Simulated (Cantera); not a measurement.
A closed system holds: 1 mol CO₂, 0.068 mol SO₂, 3.4 mol H₂, at 75.0 Torr.

Cantera equilibrium calculation (NASA polynomials, part measured and part estimated; ideal gas, pure solids and liquids). Candidate condensed phases: C, C₆H₆, C₇H₈, C₈H₁₈, H₂O, H₂SO₄, S; 123 gas species. Kinetics and transport are ignored.

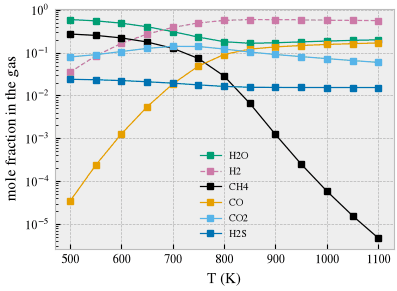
Figure: Equilibrium gas composition (values under 1e-9 drawn at 1e-9)

**Question.** Read off the mole fractions at 600 K.

**Answer.** H₂O about 0.49, CH₄ about 0.22, H₂ about 0.16, CO₂ about 0.11, H₂S about 0.022, CO about 0.0013.
